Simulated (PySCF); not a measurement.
# C8H18GeO: electronic excitations at several levels of theory

How much do the electronic excitations of C8H18GeO (`C[CH2][Ge]([CH2]C)([CH2]C)[C](C)=O`) depend on the level of theory, and what does each level cost?

The runs use PySCF 2.14.0, with density-fitted response routines of our own; the level of theory stands in each step. All values are computed, except where a source is named. Atoms are numbered from 0 throughout.

**1. The molecule as given**

28 atoms, charge 0, multiplicity 1; geometry from: GFN2-xTB.

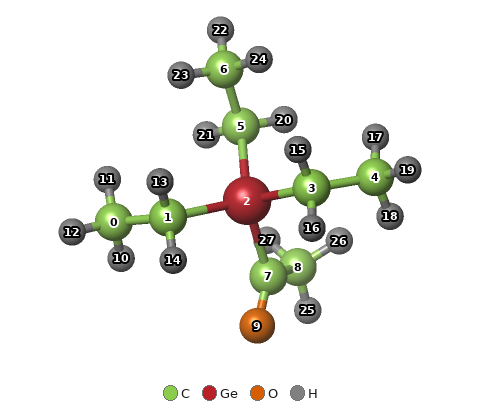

The starting geometry (carbon green, germanium red, oxygen orange, hydrogen grey), atoms numbered.

**2. Geometry optimisation at PBE0-D3(BJ)/def2-SVP**

What the job is given:

```
{"job": {"xc": "PBE0", "basis": "def2-SVP", "d3": "d3bj", "grid": 2, "kind": "geom"}, "charge": 0, "multiplicity": 1}
C      2.381820    -1.514340    -1.024290
C      1.957220    -0.065550    -0.831470
Ge     0.164170     0.124750     0.049460
C     -0.151460     2.085540     0.384060
C     -1.505380     2.394980     1.005310
C      0.083480    -0.904050     1.784530
C      1.126650    -0.428850     2.783600
C     -1.238170    -0.551870    -1.267240
C     -2.409860    -1.303200    -0.714340
O     -1.089600    -0.325210    -2.440350
H      1.654500    -2.043590    -1.637220
H      2.459850    -2.026540    -0.066600
H      3.349670    -1.569990    -1.520500
H      2.701780     0.467170    -0.237700
H      1.901580     0.431140    -1.800100
H      0.646510     2.450970     1.031660
H     -0.055060     2.607620    -0.567950
H     -1.620710     1.881000     1.957800
H     -2.310600     2.078280     0.344900
H     -1.612770     3.464530     1.181060
H     -0.912310    -0.804920     2.218230
H      0.233950    -1.963590     1.572690
H      1.075250    -1.007920     3.704550
H      2.127930    -0.533770     2.371550
H      0.970520     0.618720     3.030610
H     -3.101440    -1.601030    -1.499770
H     -2.916360    -0.670730     0.012930
H     -2.039120    -2.181370    -0.188060
```

Log:

```text
step   0  E = -2466.66885910  max force = 0.017293
step   1  E = -2466.67400782  max force = 0.004684
step   2  E = -2466.67421876  max force = 0.001602
step   3  E = -2466.67426656  max force = 0.000896
step   4  E = -2466.67427788  max force = 0.000780
step   5  E = -2466.67428589  max force = 0.000375
optimisation converged
```

Wall time 2.5 min (8 threads of AMD EPYC 7B13 (Zen 3), shared host).

The steps of the relaxation:

```tsv
step	energy from step 0 (eV)	largest force component (eV/Å)
0	0.0000	0.8892
1	-0.1401	0.2409
2	-0.1458	0.0824
3	-0.1471	0.0461
4	-0.1475	0.0401
5	-0.1477	0.0193
```

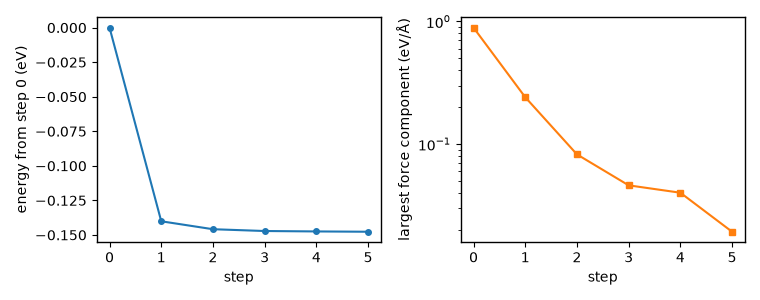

Energy and force, step by step.

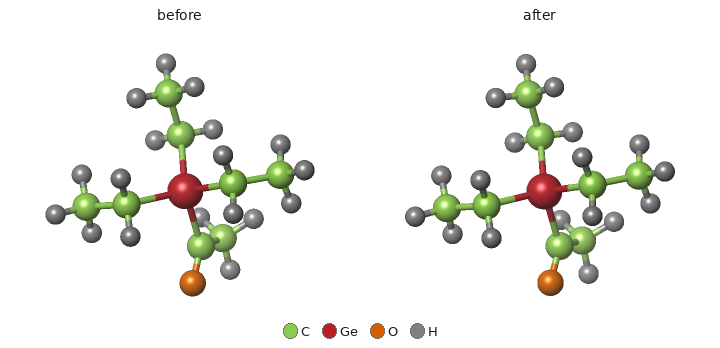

Before and after, at one scale.

Close pairs (by a distance rule), those that changed most:

```tsv
bond	before (Å)	after (Å)	change (Å)
Ge2–C5	2.019	1.968	-0.051
C1–Ge2	2.007	1.958	-0.049
Ge2–C3	2.014	1.965	-0.049
Ge2–C7	2.039	2.012	-0.027
C6–H24	1.088	1.102	+0.014
C6–H23	1.088	1.102	+0.014
C8–H26	1.089	1.103	+0.014
C4–H17	1.088	1.102	+0.014
```

The next job starts from the end point, and lists it.

```tsv
at the end point	value
point group (found at 0.08 Å tolerance)	C1
rotational constants (GHz, main isotopes)	0.975, 0.916, 0.683
dipole moment (D)	2.55
```

**3. Ultraviolet spectrum: CAM-B3LYP/def2-SVPD**

What the job is given:

```
{"job": {"kind": "uv", "xc": "CAM-B3LYP", "basis": "def2-SVPD", "nstates": 12, "ntriplets": 4}, "charge": 0, "multiplicity": 1}
C      2.335112    -1.538468    -1.010596
C      1.933057    -0.082184    -0.817319
Ge     0.203663     0.144783     0.071617
C     -0.165777     2.049610     0.383130
C     -1.518647     2.329782     1.024377
C      0.119121    -0.851712     1.766843
C      1.149741    -0.386336     2.788786
C     -1.171333    -0.521124    -1.237611
C     -2.387778    -1.267498    -0.754646
O     -0.989322    -0.285008    -2.411496
H      1.589246    -2.082655    -1.611773
H      2.433346    -2.069432    -0.049822
H      3.300904    -1.631867    -1.532777
H      2.696296     0.467851    -0.241842
H      1.845410     0.427411    -1.790713
H      0.651320     2.446957     1.009027
H     -0.079227     2.559394    -0.590531
H     -1.621503     1.827584     2.000058
H     -2.350136     1.981415     0.390496
H     -1.676708     3.406513     1.197384
H     -0.901924    -0.755886     2.173262
H      0.253877    -1.922895     1.540407
H      1.091618    -0.962079     3.726709
H      2.177710    -0.492462     2.406211
H      1.012132     0.675036     3.051014
H     -3.038787    -1.534106    -1.599766
H     -2.942081    -0.648150    -0.029865
H     -2.077291    -2.176294    -0.213216
```

Method: TDDFT CAM-B3LYP/def2-SVPD, vertical, gas phase, core orbitals frozen in the response.

Log:

```text
coarse grid: 98536 points
cycle   1  E = -2467.1268526816  dE =  2.413e-01  |g| = 9.162e-01  |ddm| = 7.989e+00
cycle   2  E = -2466.8749453655  dE =  2.519e-01  |g| = 1.509e+00  |ddm| = 3.265e+00
cycle   3  E = -2467.2930389478  dE = -4.181e-01  |g| = 1.667e-01  |ddm| = 2.254e+00
cycle   4  E = -2467.2981001958  dE = -5.061e-03  |g| = 6.249e-02  |ddm| = 3.005e-01
cycle   5  E = -2467.2988086457  dE = -7.084e-04  |g| = 9.533e-03  |ddm| = 1.085e-01
cycle   6  E = -2467.2988297285  dE = -2.108e-05  |g| = 3.770e-03  |ddm| = 2.881e-02
cycle   7  E = -2467.2988331991  dE = -3.471e-06  |g| = 8.964e-04  |ddm| = 1.112e-02
final grid: 210608 points
cycle   8  E = -2467.2988584095  dE = -2.821e-07  |g| = 9.721e-04  |ddm| = 1.610e-02
cycle   9  E = -2467.2988581654  dE =  2.441e-07  |g| = 1.579e-03  |ddm| = 3.064e-03
cycle  10  E = -2467.2988586191  dE = -4.537e-07  |g| = 1.128e-04  |ddm| = 1.666e-03
cycle  11  E = -2467.2988586227  dE = -3.540e-09  |g| = 4.788e-05  |ddm| = 2.564e-04
cycle  12  E = -2467.2988586235  dE = -8.831e-10  |g| = 1.161e-05  |ddm| = 2.167e-04
converged SCF energy = -2467.2988586235

Static polarisability (au): isotropic 129.377, principal 121.324 132.629 134.178

Singlet excitations
state   eV       nm        f      main configurations
  1   3.5328    351.0   0.00229   H->L 0.95
  2   6.2698    197.7   0.01812   H->L+1 0.74, H->L+2 0.10, H->L+4 0.08
  3   6.5542    189.2   0.01262   H-1->L 0.86, H-2->L 0.12
  4   6.6825    185.5   0.03917   H-2->L 0.83, H-1->L 0.10
  5   6.9726    177.8   0.01095   H->L+2 0.54, H->L+4 0.27
  6   7.0295    176.4   0.01188   H->L+3 0.78
  7   7.1209    174.1   0.01104   H->L+4 0.33, H->L+2 0.23, H->L+1 0.18
  8   7.4157    167.2   0.01843   H-2->L+1 0.68
  9   7.5183    164.9   0.00013   H-1->L+1 0.63, H-1->L+2 0.09
 10   7.5501    164.2   0.00475   H-4->L 0.28, H-3->L 0.25, H-6->L 0.16
 11   7.6659    161.7   0.07866   H->L+5 0.79
 12   7.8037    158.9   0.18735   H->L+6 0.61, H->L+4 0.09

Triplet excitations (Tamm-Dancoff, eV): 2.9086 5.7781 6.1685 6.4200
```

Run time: 3 min. Hardware: 8 threads of AMD EPYC 7B13 (Zen 3), shared host.

The orbitals next to the gap, with their largest atomic shares:

```tsv
orbital	eV	atoms
HOMO−3	-11.01	C1 23 %, C0 19 %, H13 11 %
HOMO−2	-9.17	C5 25 %, C3 19 %, Ge2 18 %
HOMO−1	-9.09	C1 28 %, Ge2 19 %, C3 11 %
HOMO	-7.78	O9 44 %, C7 19 %, Ge2 12 %
LUMO	0.39	C7 37 %, O9 31 %, C8 8 %
LUMO+1	0.99	C6 9 %, Ge2 8 %, C4 8 %
LUMO+2	1.49	C8 14 %, C6 9 %, H23 7 %
```

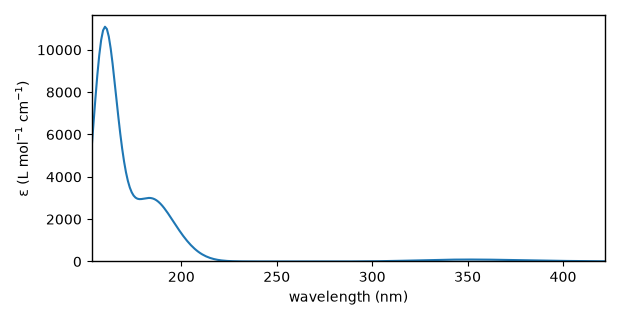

Absorption spectrum: each of the 12 states is a Gaussian band of 0.4 eV half-width at 1/e. Beyond the last state computed it falls off for lack of states.

Further results of this job:

```tsv
property	computed
dipole moment (D)	2.87
polarisability (Å³)	19.17
HOMO–LUMO gap (eV)	8.17
−ε(HOMO) (eV)	7.78
```

**4. Ultraviolet spectrum: PBE0/def2-SVPD**

The job, as its differences from that of step 3:

```diff
@@ -1,2 +1,2 @@
-{"job": {"kind": "uv", "xc": "CAM-B3LYP", "basis": "def2-SVPD", "nstates": 12, "ntriplets": 4}, "charge": 0, "multiplicity": 1}
+{"job": {"kind": "uv", "xc": "PBE0", "basis": "def2-SVPD", "nstates": 12, "ntriplets": 4}, "charge": 0, "multiplicity": 1}
 C      2.335112    -1.538468    -1.010596
```

Method: TDDFT PBE0/def2-SVPD, vertical, gas phase, core orbitals frozen in the response.

Log:

```text
coarse grid: 98536 points
cycle   1  E = -2466.4936340755  dE =  2.175e-03  |g| = 9.247e-01  |ddm| = 7.526e+00
cycle   2  E = -2466.0393872904  dE =  4.542e-01  |g| = 1.765e+00  |ddm| = 4.308e+00
cycle   3  E = -2466.6558219233  dE = -6.164e-01  |g| = 2.931e-01  |ddm| = 3.467e+00
cycle   4  E = -2466.6738824997  dE = -1.806e-02  |g| = 6.051e-02  |ddm| = 4.128e-01
cycle   5  E = -2466.6745820038  dE = -6.995e-04  |g| = 1.374e-02  |ddm| = 1.125e-01
cycle   6  E = -2466.6746268262  dE = -4.482e-05  |g| = 4.802e-03  |ddm| = 3.712e-02
cycle   7  E = -2466.6746323852  dE = -5.559e-06  |g| = 1.078e-03  |ddm| = 1.018e-02
final grid: 210608 points
cycle   8  E = -2466.6747109820  dE =  1.056e-08  |g| = 1.943e-03  |ddm| = 2.610e-02
cycle   9  E = -2466.6747087158  dE =  2.266e-06  |g| = 3.950e-03  |ddm| = 6.441e-03
cycle  10  E = -2466.6747117238  dE = -3.008e-06  |g| = 2.860e-04  |ddm| = 4.359e-03
cycle  11  E = -2466.6747117437  dE = -1.990e-08  |g| = 3.489e-05  |ddm| = 5.776e-04
cycle  12  E = -2466.6747117439  dE = -1.974e-10  |g| = 1.057e-05  |ddm| = 9.091e-05
converged SCF energy = -2466.6747117439

Static polarisability (au): isotropic 130.795, principal 122.279 134.345 135.761

Singlet excitations
state   eV       nm        f      main configurations
  1   3.4917    355.1   0.00252   H->L 0.98
  2   5.8068    213.5   0.01574   H->L+1 0.88
  3   5.8280    212.7   0.00485   H-1->L 0.78, H-2->L 0.17
  4   5.9575    208.1   0.03157   H-2->L 0.81, H-1->L 0.14
  5   6.3732    194.5   0.01542   H->L+2 0.93
  6   6.4583    192.0   0.01035   H->L+3 0.94
  7   6.6256    187.1   0.00059   H->L+4 0.89
  8   7.0368    176.2   0.04829   H->L+5 0.95
  9   7.0768    175.2   0.00655   H-2->L+1 0.61, H-1->L+1 0.30
 10   7.1208    174.1   0.00031   H-1->L+1 0.63, H-2->L+1 0.30
 11   7.2120    171.9   0.00442   H-3->L 0.42, H-4->L 0.32, H-6->L 0.11
 12   7.2672    170.6   0.14565   H->L+6 0.90

Triplet excitations (Tamm-Dancoff, eV): 2.8214 5.4712 5.7325 5.7466
```

It took 2.3 min on 8 threads of AMD EPYC 7B13 (Zen 3), shared host.

In short: HOMO -6.40 eV, LUMO -0.82 eV; lowest singlet 3.49 eV.

**5. Excited states and response: PBE/def2-SVPD**

The job, as its differences from that of step 4:

```diff
@@ -1,2 +1,2 @@
-{"job": {"kind": "uv", "xc": "PBE0", "basis": "def2-SVPD", "nstates": 12, "ntriplets": 4}, "charge": 0, "multiplicity": 1}
+{"job": {"kind": "uv", "xc": "PBE", "basis": "def2-SVPD", "nstates": 12, "ntriplets": 4}, "charge": 0, "multiplicity": 1}
 C      2.335112    -1.538468    -1.010596
```

With the program's defaults for keys left out, this is: TDDFT PBE/def2-SVPD, vertical, gas phase, core orbitals frozen in the response.

Log:

```text
coarse grid: 98536 points
cycle   1  E = -2466.2578735179  dE = -1.393e-01  |g| = 1.186e+00  |ddm| = 8.262e+00
cycle   2  E = -2464.8070242911  dE =  1.451e+00  |g| = 2.766e+00  |ddm| = 1.807e+01
cycle   3  E = -2466.4406083481  dE = -1.634e+00  |g| = 7.345e-01  |ddm| = 1.768e+01
cycle   4  E = -2466.5588642028  dE = -1.183e-01  |g| = 9.271e-02  |ddm| = 9.685e-01
cycle   5  E = -2466.5602868360  dE = -1.423e-03  |g| = 4.035e-02  |ddm| = 2.832e-01
cycle   6  E = -2466.5606630615  dE = -3.762e-04  |g| = 1.545e-02  |ddm| = 1.073e-01
cycle   7  E = -2466.5607268447  dE = -6.378e-05  |g| = 4.194e-03  |ddm| = 3.166e-02
cycle   8  E = -2466.5607306130  dE = -3.768e-06  |g| = 1.134e-03  |ddm| = 7.383e-03
final grid: 210608 points
cycle   9  E = -2466.5608289091  dE =  4.732e-07  |g| = 2.724e-03  |ddm| = 4.056e-02
cycle  10  E = -2466.5608173948  dE =  1.151e-05  |g| = 7.902e-03  |ddm| = 1.417e-02
cycle  11  E = -2466.5608304111  dE = -1.302e-05  |g| = 8.637e-04  |ddm| = 9.965e-03
cycle  12  E = -2466.5608305869  dE = -1.758e-07  |g| = 9.864e-05  |ddm| = 1.213e-03
cycle  13  E = -2466.5608305893  dE = -2.357e-09  |g| = 2.334e-05  |ddm| = 2.013e-04
cycle  14  E = -2466.5608305894  dE = -1.173e-10  |g| = 7.724e-06  |ddm| = 4.765e-05
converged SCF energy = -2466.5608305894

Static polarisability (au): isotropic 136.947, principal 127.446 140.436 142.960

Singlet excitations
state   eV       nm        f      main configurations
  1   3.3383    371.4   0.00257   H->L 1.00
  2   4.6333    267.6   0.00491   H-1->L 0.84, H-2->L 0.15
  3   4.6754    265.2   0.00595   H->L+1 0.98
  4   4.7980    258.4   0.02633   H-2->L 0.81, H-1->L 0.14
  5   5.2192    237.6   0.01308   H->L+2 0.97
  6   5.2974    234.0   0.01028   H->L+3 0.99
  7   5.5694    222.6   0.00068   H->L+4 1.00
  8   5.8461    212.1   0.02671   H->L+5 0.98
  9   6.1579    201.3   0.07998   H->L+6 0.88
 10   6.1825    200.5   0.00304   H-1->L+1 0.77, H-3->L 0.17
 11   6.1833    200.5   0.00245   H-3->L 0.63, H-1->L+1 0.19, H-4->L 0.15
 12   6.2482    198.4   0.00276   H-2->L+1 0.91

Triplet excitations (Tamm-Dancoff, eV): 2.7138 4.5223 4.5888 4.6359
```

Wall time 84 s (8 threads of AMD EPYC 7B13 (Zen 3), shared host).

In short: HOMO -5.03 eV, LUMO -1.95 eV; lowest singlet 3.34 eV.

**6. Excited states and response: B3LYP/def2-SVPD**

The job, as its differences from that of step 5:

```diff
@@ -1,2 +1,2 @@
-{"job": {"kind": "uv", "xc": "PBE", "basis": "def2-SVPD", "nstates": 12, "ntriplets": 4}, "charge": 0, "multiplicity": 1}
+{"job": {"kind": "uv", "xc": "B3LYP", "basis": "def2-SVPD", "nstates": 12, "ntriplets": 4}, "charge": 0, "multiplicity": 1}
 C      2.335112    -1.538468    -1.010596
```

With the program's defaults for keys left out, this is: TDDFT B3LYP/def2-SVPD, vertical, gas phase, core orbitals frozen in the response.

Log:

```text
coarse grid: 98536 points
cycle   1  E = -2467.2312429427  dE = -1.146e-02  |g| = 1.028e+00  |ddm| = 8.332e+00
cycle   2  E = -2466.5835261446  dE =  6.477e-01  |g| = 2.044e+00  |ddm| = 5.634e+00
cycle   3  E = -2467.4218931164  dE = -8.384e-01  |g| = 3.842e-01  |ddm| = 4.776e+00
cycle   4  E = -2467.4529628721  dE = -3.107e-02  |g| = 7.417e-02  |ddm| = 5.380e-01
cycle   5  E = -2467.4540052728  dE = -1.042e-03  |g| = 1.772e-02  |ddm| = 1.421e-01
cycle   6  E = -2467.4540788190  dE = -7.355e-05  |g| = 6.636e-03  |ddm| = 5.022e-02
cycle   7  E = -2467.4540899832  dE = -1.116e-05  |g| = 1.465e-03  |ddm| = 1.333e-02
cycle   8  E = -2467.4540903935  dE = -4.103e-07  |g| = 5.237e-04  |ddm| = 3.530e-03
final grid: 210608 points
cycle   9  E = -2467.4541510857  dE = -5.472e-07  |g| = 9.135e-04  |ddm| = 3.370e-02
cycle  10  E = -2467.4541505850  dE =  5.007e-07  |g| = 1.820e-03  |ddm| = 4.289e-03
cycle  11  E = -2467.4541512570  dE = -6.721e-07  |g| = 2.482e-04  |ddm| = 2.277e-03
cycle  12  E = -2467.4541512692  dE = -1.215e-08  |g| = 2.173e-05  |ddm| = 3.464e-04
cycle  13  E = -2467.4541512692  dE = -6.548e-11  |g| = 1.404e-05  |ddm| = 7.878e-05
converged SCF energy = -2467.4541512692

Static polarisability (au): isotropic 132.125, principal 123.547 135.588 137.239

Singlet excitations
state   eV       nm        f      main configurations
  1   3.4808    356.2   0.00247   H->L 0.98
  2   5.5374    223.9   0.01069   H->L+1 0.95
  3   5.6122    220.9   0.00670   H-1->L 0.83, H-2->L 0.17
  4   5.7455    215.8   0.03167   H-2->L 0.81, H-1->L 0.15
  5   6.0759    204.1   0.01611   H->L+2 0.94
  6   6.1682    201.0   0.00962   H->L+3 0.96
  7   6.3674    194.7   0.00024   H->L+4 0.93
  8   6.7288    184.3   0.03747   H->L+5 0.98
  9   6.8270    181.6   0.00717   H-1->L+1 0.48, H-2->L+1 0.47
 10   6.8600    180.7   0.00104   H-2->L+1 0.48, H-1->L+1 0.48
 11   6.9799    177.6   0.12783   H->L+6 0.93
 12   7.0810    175.1   0.00478   H-3->L 0.53, H-4->L 0.24

Triplet excitations (Tamm-Dancoff, eV): 2.8686 5.3574 5.4780 5.5471
```

Run time: 2.4 min. Hardware: 8 threads of AMD EPYC 7B13 (Zen 3), shared host.

This run: HOMO -6.20 eV, LUMO -1.07 eV; lowest singlet 3.48 eV.

**7. Comparing the runs: electronic excitations**

Excitations and ground-state properties, with basis size and wall time:

```tsv
run	lowest singlet (eV)	brightest (eV)	f	gap (eV)	α (Å³)	μ (D)	functions	time
CAM-B3LYP/def2-SVPD	3.53	7.80	0.187	8.17	19.17	2.87	365	3 min
PBE0/def2-SVPD	3.49	7.27	0.146	5.58	19.38	2.77	365	2.3 min
PBE/def2-SVPD	3.34	6.16	0.080	3.08	20.29	2.62	365	84 s
B3LYP/def2-SVPD	3.48	6.98	0.128	5.12	19.58	2.78	365	2.4 min
```

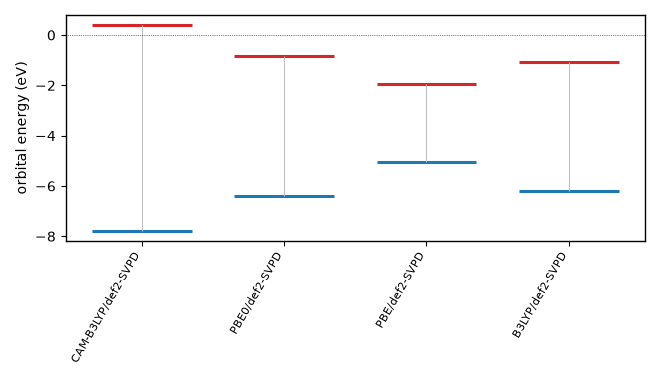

HOMO (blue) and LUMO (red) run by run.

**8. What came out**

```
                                quantity                         value
                             point group                            C1
    rotational constants (main isotopes)          0.98, 0.92, 0.68 GHz
    lowest singlet (CAM-B3LYP/def2-SVPD)   3.53 eV (351 nm), f = 0.002
brightest single state of those computed  state 12, 7.80 eV, f = 0.187
                          lowest triplet                       2.91 eV
             range of the lowest singlet               3.34 to 3.53 eV
```

In words: Single values in the summary come from the first run of each kind that ended normally (CAM-B3LYP/def2-SVPD), which need not be the best level. Over 5 steps the energy fell by 0.148 eV; of the close pairs, Ge2–C5 changed most, 2.019 to 1.968 Å. No frequency check was run at this level, so the end point may be a saddle. The lowest singlet, at 3.53 eV, is HOMO→LUMO 0.95 and is weak; of the 12 states computed, the strongest absorption comes from state 12 at 7.80 eV (the last computed, so partners may be missing). The lowest triplet lies 0.62 eV below the lowest singlet (triplets in Tamm-Dancoff, singlets in full TDDFT). States above −ε(HOMO) lie where TDDFT describes them poorly and they hang on the basis; the brightest is among them. The lowest singlet runs from 3.34 eV (PBE/def2-SVPD) to 3.53 eV (CAM-B3LYP/def2-SVPD), while the orbital gap spans 3.08 to 8.17 eV: the excitation energy moves far less from run to run than the orbital gap does. The lowest state need not be the same one in every run. The runs solved for a few states only, so the brightest column depends on that window.
